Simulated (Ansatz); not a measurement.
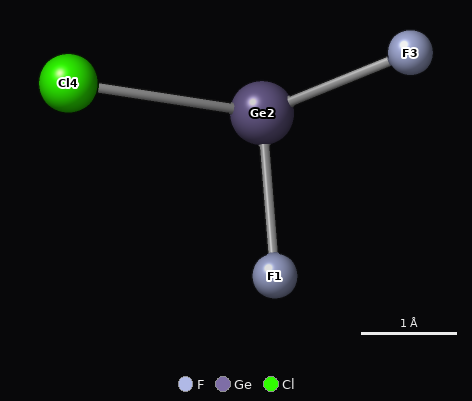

The structure as given in the input (ball-and-stick view, seen on its broad side; atoms are numbered from 1 in the order of the input). Sticks mark near contacts. Bond lengths as drawn: Cl–Ge 2.22 Å and F–Ge 1.76 to 1.81 Å.

**What a change does: single-point calculation on GeClF$_{2}$**

System: GeClF$_{2}$, multiplicity 2, SMILES [F][Ge]([F])[Cl].
Method of run A: UKS PBE-D4/def2-SVP (Ansatz 0.2.0).

Text and figures count atoms from 1; the logs count them from 0 in places.

### Input file, run A
```yaml
crystal:
  periodic: [false, false, false]
  atoms:
    - { symbol: F, position_ang: [0.876325, 0.865265, 0.973587] }
    - { symbol: Ge, position_ang: [-0.29826, -0.266975, 0.314832] }
    - { symbol: F, position_ang: [0.731438, -1.720104, 0.005707] }
    - { symbol: Cl, position_ang: [-1.21251, 1.093816, -1.177037] }
magnetization:
  spin_polarized: true
  initial_magnetization: 1
basis:
  gaussian: { orbitals: def2-SVP }
hamiltonian:
  xc: pbe
  dispersion: d4
output:
  forces: true
```

Command:
```bash
ansatz run input.yaml --threads 1 --pin off --max-ram 2560MiB --backend cpu --events-out ev --progress --plain --runs-dir out
```

Hardware: 1 thread of Intel Xeon @ 2.50GHz (Skylake/Cascade Lake), 189 GiB of memory available, shared host.

### Output (run A)
```
Engine: ansatz 0.2.0, x86_64-unknown-linux-gnu
Functional definition: PBE
  parameter kappa = 0.804
  parameter beta = 0.06672455060314922
  exchange = pbe_x(kappa = kappa, mu = beta*pi^2/3)
  correlation = pbe_c(beta = beta)
842 factors; their error is unknown
mean field evaluation 1: about -74438.2531 eV, gradient 3.6e1 eV
mean field evaluation 2: about -74396.3531 eV, gradient 1.1e2 eV
mean field evaluation 4: about -74442.0744 eV, gradient 9.4e0 eV
mean field evaluation 8: about -74442.4828 eV, gradient 5.2e-2 eV
mean field evaluation 16: about -74442.4185 eV, gradient 7.0e-5 eV
mean field -74442.41851683 eV, -2735.7084216098 hartree, gradient 7.0e-5 eV, S^2 0.751850; 0 other end points of the search recorded, 0 dependent functions left out
the calculation of the forces begins
reference -74442.41854347 eV, -2735.7084225891 hartree; 34, 33 occupied and 44, 45 virtual orbitals, 842 factors
Total energy: -74442.50729893 eV, -2735.7116842921 hartree
Atom 0 at     0.876325     0.865265     0.973587 Å, force    -0.003779    -0.233748     0.157236 eV/Å
Atom 1 at    -0.298260    -0.266975     0.314832 Å, force     0.589701    -0.144990     0.181259 eV/Å
Atom 2 at     0.731438    -1.720104     0.005707 Å, force    -0.626565     0.813975    -0.187037 eV/Å
Atom 3 at    -1.212510     1.093816    -1.177037 Å, force     0.040643    -0.435238    -0.151458 eV/Å
Dipole moment:    -0.338863    -0.087016     0.060387 e Å
```

The input of run B differs as follows (lines with − go, lines with + come):
```diff
-    - { symbol: F, position_ang: [0.876325, 0.865265, 0.973587] }
-    - { symbol: Ge, position_ang: [-0.29826, -0.266975, 0.314832] }
-    - { symbol: F, position_ang: [0.731438, -1.720104, 0.005707] }
-    - { symbol: Cl, position_ang: [-1.21251, 1.093816, -1.177037] }
+    - { symbol: F, position_ang: [1.004029, 0.838116, 1.286452] }
+    - { symbol: Ge, position_ang: [-0.291297, -0.129289, 0.571928] }
+    - { symbol: F, position_ang: [0.241073, -1.289949, -0.943701] }
+    - { symbol: Cl, position_ang: [-1.032418, 0.595745, -1.362639] }
```

Predict how the results change.

With the same method and basis, run B lies 33.6 kcal/mol higher. The largest force goes from 1.044 to 2.415 eV/Å. On the same kind of shared host run B took about 1.5 times as long.

### Output (run B)
```
Engine: ansatz 0.2.0, x86_64-unknown-linux-gnu
Functional definition: PBE
  parameter kappa = 0.804
  parameter beta = 0.06672455060314922
  exchange = pbe_x(kappa = kappa, mu = beta*pi^2/3)
  correlation = pbe_c(beta = beta)
842 factors; their error is unknown
mean field evaluation 1: about -74435.4144 eV, gradient 3.9e1 eV
mean field evaluation 2: about -74284.2354 eV, gradient 1.8e2 eV
mean field evaluation 4: about -74436.3472 eV, gradient 3.2e1 eV
mean field evaluation 8: about -74441.0027 eV, gradient 1.9e0 eV
mean field evaluation 16: about -74440.9599 eV, gradient 7.6e-3 eV
mean field evaluation 32: about -74440.6540 eV, gradient 1.0e-1 eV
mean field -74440.95992088 eV, -2735.6548191974 hartree, gradient 3.3e-5 eV, S^2 0.752452; 4 other end points of the search recorded, 0 dependent functions left out
the calculation of the forces begins
reference -74440.95994681 eV, -2735.6548201502 hartree; 34, 33 occupied and 44, 45 virtual orbitals, 842 factors
Total energy: -74441.05185244 eV, -2735.6581976198 hartree
Atom 0 at     1.004029     0.838116     1.286452 Å, force     0.153824     0.063084    -0.290355 eV/Å
Atom 1 at    -0.291297    -0.129289     0.571928 Å, force     0.366293    -1.751720    -0.841682 eV/Å
Atom 2 at     0.241073    -1.289949    -0.943701 Å, force     0.646995    -0.218735     2.043394 eV/Å
Atom 3 at    -1.032418     0.595745    -1.362639 Å, force    -1.167113     1.907371    -0.911357 eV/Å
Dipole moment:    -0.277512     0.051973     0.305488 e Å
```

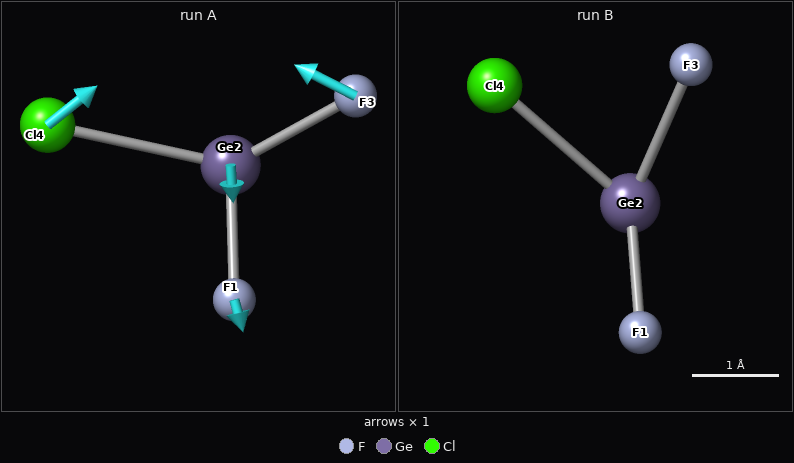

The two input geometries at one scale (ball-and-stick view, seen on its broad side). The teal arrows on the first give the shifts of the atoms after the best rigid fit, at true length. F3 moves most after the best rigid fit: 0.81 Å. By element the largest moves are F 0.81 Å, Cl 0.75 Å, Ge 0.47 Å. Among the contacts that change: Ge2–F3 1.808 → 1.982 Å, Ge2–Cl4 2.217 → 2.195 Å, F1–Ge2 1.759 → 1.768 Å.

### The two runs side by side

| quantity | run A | run B |
| --- | --- | --- |
| outcome | converged | converged |
| total energy (hartree) | −2735.711684 | −2735.658198 |
| ⟨S²⟩ | 0.752 | 0.752 |
| largest force (eV/Å) | 1.044 | 2.415 |
| basis functions | 78 | 78 |
| wall time (shared host) | 6.8 s | 10 s |
